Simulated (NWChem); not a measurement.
# C2H3Cl2Si (SMILES [H]/[C]=C/[SiH](Cl)Cl) at UB3LYP/6-31G(d) (Cartesian functions)

Aim: the vertical ionisation energy of C2H3Cl2Si at UB3LYP/6-31G* (Cartesian functions), from 2 runs. 

The calculation is run with NWChem 7.3.0.

1 further run of the same task is left out (set aside as unsound or not needed). Runs told in other sessions of the task aren't counted.

## Step 1: Starting point

C2H3Cl2Si has 8 atoms, charge 0, and is taken as a doublet. SMILES: `[H]/[C]=C/[SiH](Cl)Cl`. The shape is that of a PBE0-D4/def2-TZVP optimisation. This is one conformer, not always the lowest.

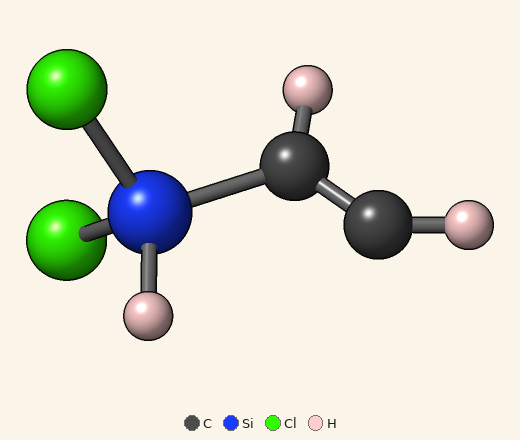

The structure, seen from a chosen angle (carbon dark grey, silicon blue, chlorine green, hydrogen pink).

## Step 2: Energy and gradient at UB3LYP/6-31G(d) (Cartesian functions)

c2h3cl2si.nw

```
start c2h3cl2si
title "C2H3Cl2Si B3LYP"
memory stack 880 mb heap 220 mb global 1100 mb

geometry units angstroms noautosym nocenter noautoz
   C    -0.467200    1.549800    0.659300
   C    -0.193600    0.279100    0.737900
   Si    0.301600   -0.635800   -0.791100
   Cl   -1.013100   -2.166600   -1.130900
   Cl    2.164100   -1.443500   -0.534600
   H    -0.772500    2.376400    1.285600
   H    -0.249600   -0.262100    1.689000
   H     0.322500    0.245600   -1.971100
end

basis
   * library 6-31G*
end

dft
   xc b3lyp
   mult 2
   grid fine
   convergence energy 1e-08
   iterations 100
   mulliken
   noprint "final vectors analysis"
end

task dft gradient
```

The run is started by

```console
$ nwchem c2h3cl2si.nw > c2h3cl2si.out
```

What it wrote, cut to the lines that bear on the results:

```text
[...]
          Wavefunction type:  spin polarized.
          No. of atoms     :     8
          No. of electrons :    63
[...]
          Charge           :     0
          Spin multiplicity:     2
[...]
          AO basis - number of functions:    93
[...]
              XC Information
              --------------
                         B3LYP Method XC Potential
                     Hartree-Fock (Exact) Exchange  0.200
                        Slater Exchange Functional  0.800 local
                    Becke 1988 Exchange Functional  0.720 non-local
              Lee-Yang-Parr Correlation Functional  0.810
                  VWN I RPA Correlation Functional  0.190 local
[...]
 d= 0,ls=0.0,diis     1  -1287.8261797965 -1.61D+03  7.13D-03  2.08D-01     2.8
[...]
 d= 0,ls=0.0,diis    13  -1287.9029434226 -1.38D-09  2.36D-07  1.29D-10    30.8
[...]
         Total DFT energy =    -1287.902943422614
      One electron energy =    -2413.721054814985
           Coulomb energy =      895.047717368052
    Exchange-Corr. energy =      -89.437699459188
 Nuclear repulsion energy =      320.208093483507
[...]
      Total Density - Mulliken Population Analysis
     ---------------------------------------------
    Atom       Charge   Shell Charges
 -----------   ------   -------------------------------------------------------
    1 C    6     6.15   1.99  0.73  1.90  0.64  0.89 -0.00
    2 C    6     6.30   1.99  0.70  2.08  0.58  0.95  0.01
    3 Si  14    13.46   2.00  1.99  5.96  1.07  1.80  0.11  0.28  0.25
    4 Cl  17    17.22   2.00  1.99  5.97  1.46  3.65  0.55  1.62 -0.03
    5 Cl  17    17.22   2.00  1.99  5.97  1.46  3.65  0.55  1.62 -0.03
    6 H    1     0.82   0.51  0.30
    7 H    1     0.81   0.51  0.29
    8 H    1     1.03   0.51  0.52
[...]
      <S2> =      0.7597 (Exact =     0.7500)
[...]
  wavefunction    = open shell
                         DFT ENERGY GRADIENTS
    atom               coordinates                        gradient
                 x          y          z           x          y          z
   1 C      -0.882880   2.928697   1.245896    0.002084  -0.011163   0.002389
   2 C      -0.365851   0.527423   1.394429   -0.001298   0.007800  -0.002505
   3 Si      0.569941  -1.201488  -1.494962    0.001567  -0.008181   0.001632
   4 Cl     -1.914481  -4.094280  -2.137091    0.007347   0.007753   0.002454
   5 Cl      4.089556  -2.727819  -1.010248   -0.010278   0.003753  -0.000853
   6 H      -1.459813   4.490745   2.429432    0.000569  -0.001293  -0.001459
   7 H      -0.471676  -0.495297   3.191747    0.000067   0.001438  -0.002102
   8 H       0.609437   0.464117  -3.724839   -0.000059  -0.000107   0.000443
[...]
```

Wall time 38 s (1 thread of AMD EPYC 9R45 (Zen 5), shared host); peak memory 0.13 GiB.

## Step 3: The singlet cation: the energy at B3LYP/6-31G(d) (Cartesian functions)

work.nw

```
echo
start work
memory total 2200 mb
charge 1
geometry units angstroms noautosym nocenter noautoz
  C       -0.467200       1.549800       0.659300
  C       -0.193600       0.279100       0.737900
  Si       0.301600      -0.635800      -0.791100
  Cl      -1.013100      -2.166600      -1.130900
  Cl       2.164100      -1.443500      -0.534600
  H       -0.772500       2.376400       1.285600
  H       -0.249600      -0.262100       1.689000
  H        0.322500       0.245600      -1.971100
end
basis cartesian
  * library 6-31G*
end
dft
  xc b3lyp
  grid fine
  convergence energy 1e-08
  maxiter 100
  mulliken
end
task dft energy
```

The run is started by

```console
$ nwchem work.nw > work.out
```

What it wrote, cut to the lines that bear on the results:

```text
[...]
          Wavefunction type:  closed shell.
          No. of atoms     :     8
          No. of electrons :    62
[...]
          Charge           :     1
          Spin multiplicity:     1
[...]
          AO basis - number of functions:    93
[...]
              XC Information
              --------------
                         B3LYP Method XC Potential
                     Hartree-Fock (Exact) Exchange  0.200
                        Slater Exchange Functional  0.800 local
                    Becke 1988 Exchange Functional  0.720 non-local
              Lee-Yang-Parr Correlation Functional  0.810
                  VWN I RPA Correlation Functional  0.190 local
[...]
 d= 0,ls=0.0,diis     1  -1287.3395297871 -1.61D+03  3.78D-02  2.17D+00     1.9
[...]
 d= 0,ls=0.0,diis    13  -1287.5615559905 -7.21D-10  2.06D-07  2.06D-10    18.7
         Total DFT energy =    -1287.561555990535
      One electron energy =    -2400.937692091434
           Coulomb energy =      882.218653484176
    Exchange-Corr. energy =      -89.050610866783
 Nuclear repulsion energy =      320.208093483507
[...]
      Total Density - Mulliken Population Analysis
     ---------------------------------------------
    Atom       Charge   Shell Charges
 -----------   ------   -------------------------------------------------------
    1 C    6     5.92   1.99  0.78  1.80  0.62  0.72 -0.01
    2 C    6     6.26   1.99  0.71  2.07  0.59  0.89  0.01
    3 Si  14    13.43   2.00  1.99  5.96  1.08  1.83  0.09  0.23  0.25
    4 Cl  17    17.07   2.00  1.99  5.97  1.48  3.63  0.54  1.49 -0.03
    5 Cl  17    17.07   2.00  1.99  5.97  1.48  3.63  0.54  1.49 -0.03
    6 H    1     0.64   0.48  0.17
    7 H    1     0.63   0.47  0.17
    8 H    1     0.98   0.50  0.47
[...]
```

Run time: 19 s. Hardware: 1 thread of AMD EPYC 9R45 (Zen 5), shared host; peak memory 0.12 GiB.

## Step 4: Outcome

At UB3LYP/6-31G* (Cartesian functions):

```
                                          quantity           value
                   doublet C2H3Cl2Si: total energy  -1287.90294 Eh
                  doublet C2H3Cl2Si: dipole moment          2.58 D
                           doublet C2H3Cl2Si: ⟨S²⟩           0.760
       doublet C2H3Cl2Si: largest force on an atom      0.597 eV/Å
                      singlet cation: total energy  -1287.56156 Eh
                       singlet cation: HOMO energy       -13.36 eV
                       singlet cation: LUMO energy       -11.52 eV
                     singlet cation: HOMO–LUMO gap         1.84 eV
vertical ionisation energy (to the singlet cation)        9.290 eV
```

**Reading.** The vertical ionisation energy comes to 9.29 eV (214 kcal/mol). The largest force (doublet C2H3Cl2Si) is 0.60 eV/Å: the shape isn't a stationary point for this species at this level. Only the singlet of the ionised species was computed; a triplet could lie lower. Mulliken charges (doublet C2H3Cl2Si) run from -0.30 on C2 to +0.54 on Si3; they depend strongly on the basis.
